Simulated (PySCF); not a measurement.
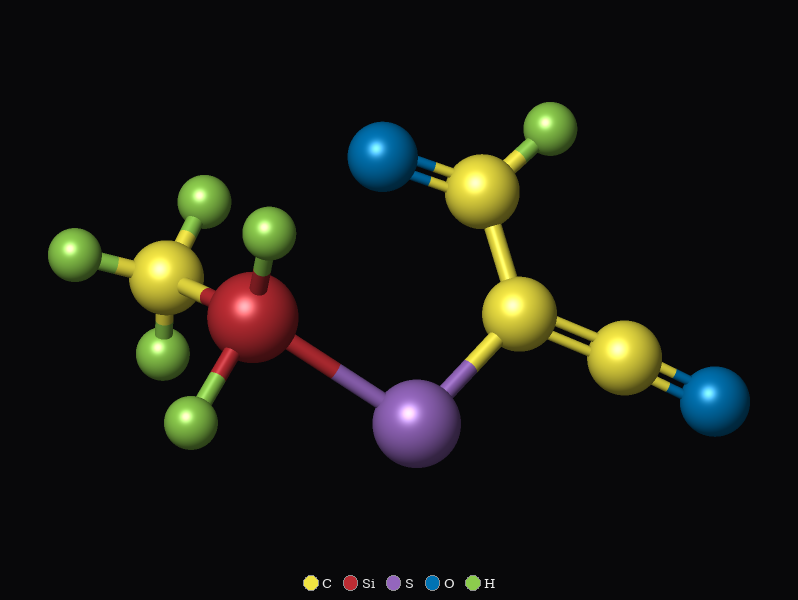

Simulated data, not a measurement (program: PySCF).

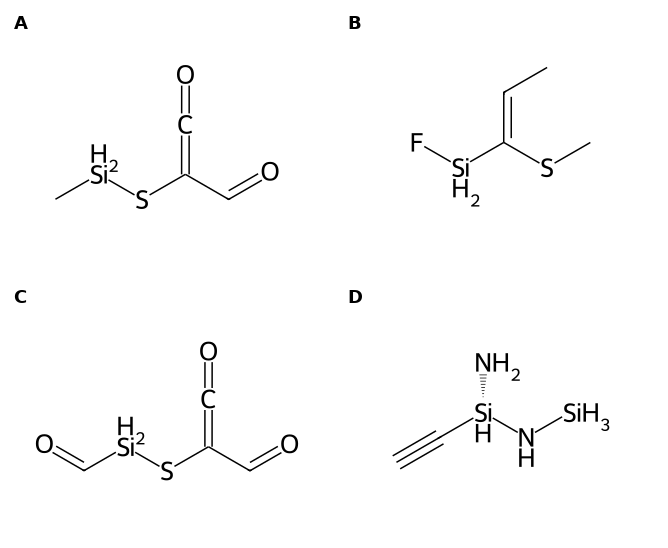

**Which structural formula matches the 3D model?**

A, `C[SiH2]SC(=C=O)C=O`.
